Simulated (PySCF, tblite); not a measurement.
# C4H9N3SSi: geometry, infrared bands and NMR shifts

What infrared bands and NMR shifts should C4H9N3SSi (`CN(C)c1snnc1[SiH3]`) show?

Programs: tblite 0.8.0 and PySCF 2.14.0, with density-fitted response routines of our own. Each step states its level of theory. These are calculated values for one molecule in the gas phase, unless marked as measured. Atoms are numbered from 0 throughout.

## 1. The molecule as given

18 atoms, charge 0, multiplicity 1; geometry from: force field or distance geometry start.

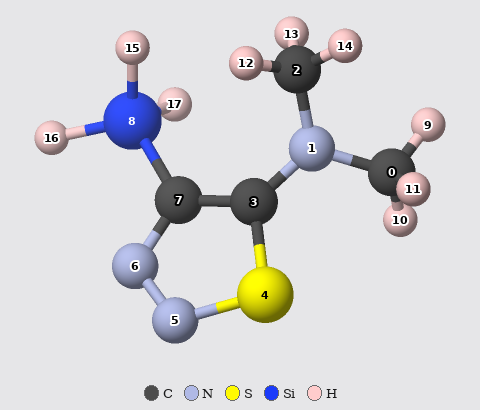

As it starts; carbon dark grey, nitrogen light blue, sulfur yellow, silicon blue, hydrogen pink, atoms numbered.

## 2. Optimising the geometry with GFN2-xTB

The job: settings as JSON, then the geometry in Å.

```
{"job": {"kind": "relax", "xc": "GFN2-xTB", "basis": "xTB"}, "charge": 0, "multiplicity": 1}
C     -2.103500    -0.878300     0.689100
N     -0.986600    -0.123100     0.143300
C     -1.157400     1.304800     0.006700
C      0.075800    -0.769800    -0.443000
S     -0.089500    -2.305700    -1.267300
N      1.510000    -2.380800    -1.714100
N      2.220200    -1.362700    -1.258300
C      1.440300    -0.468600    -0.527700
Si     2.325500     0.957700     0.298900
H     -2.657500    -0.277500     1.435500
H     -1.787700    -1.789900     1.198700
H     -2.817200    -1.145300    -0.106100
H     -0.660100     1.700700    -0.872900
H     -0.798000     1.832200     0.889400
H     -2.231500     1.562800    -0.114100
H      1.758400     2.267700    -0.139200
H      3.776500     0.978300    -0.008500
H      2.173700     0.903600     1.778000
```

The run is started by

```
$ OMP_NUM_THREADS=1 python probes_run.py task.json out
```

One launch serves the whole session: the jobs run in the order shown.

**Question.** This job is followed by: GFN2-xTB harmonic vibrations, gas phase; GIAO PBE0/pcSseg-1 NMR shielding, non-relativistic, gas phase. Predict these results of the whole session: strongest single infrared mode (GFN2-xTB); zero-point energy (GFN2-xTB); 13C shifts against TMS (PBE0/pcSseg-1, means over atoms taken as alike); 1H shifts against TMS (PBE0/pcSseg-1, means over atoms taken as alike); 15N shifts against NH3 (PBE0/pcSseg-1); 33S shifts against CS2 (PBE0/pcSseg-1); 29Si shifts against TMS (PBE0/pcSseg-1).

The runs gave:

```
                                                               quantity                   value
                              strongest single infrared mode (GFN2-xTB)    794 cm⁻¹, 465 km/mol
                                           zero-point energy (GFN2-xTB)           79.6 kcal/mol
13C shifts against TMS (PBE0/pcSseg-1, means over atoms taken as alike)  187.3, 127.1, 46.5 ppm
 1H shifts against TMS (PBE0/pcSseg-1, means over atoms taken as alike)          4.91, 3.15 ppm
                                 15N shifts against NH3 (PBE0/pcSseg-1)  494.8, 408.2, 80.3 ppm
                                 33S shifts against CS2 (PBE0/pcSseg-1)                 479 ppm
                                29Si shifts against TMS (PBE0/pcSseg-1)               -81.8 ppm
```

Over 158 steps the energy fell by 0.458 eV; of the close pairs, N5–N6 changed most, 1.322 to 1.250 Å. All 48 modes are real, so the xTB geometry is a minimum. The strongest single mode, at 794 cm⁻¹, moves mainly H15 and H16. Unscaled tight-binding wavenumbers are off by several per cent, some by more. Its intensities can rank the bands wrongly. At PBE0/pcSseg-1: The widest tensor belongs to N6: span 730 ppm, with a paramagnetic part of -554 ppm. NICS(1)zz of -25 ppm above the planar ring from C3 marks a diatropic (aromatic) ring current.
